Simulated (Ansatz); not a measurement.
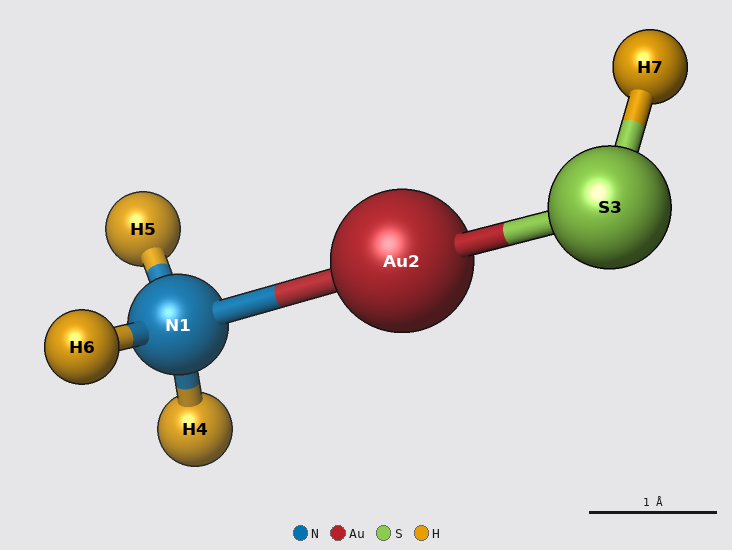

Figure made from data computed with Ansatz.

Atoms carry their numbers in the input. The species is neutral and a spin singlet. Geometry: moved along internal coordinates away from the minimum.

Q: What is the geometry at S3?

A: S3 has 2 neighbours (Au2 at 1.98, H7 at 1.34 Å); the arrangement is bent.

Q: What is the geometry at Au2?

A: Au2 has 2 neighbours (N1 at 2.13, S3 at 1.98 Å); the arrangement is linear.

Q: Describe the coordination of atom 1.

A: N1 has 4 neighbours (Au2 at 2.13, H4 at 1.01, H5 at 1.01, H6 at 1.01 Å); the arrangement is tetrahedral.
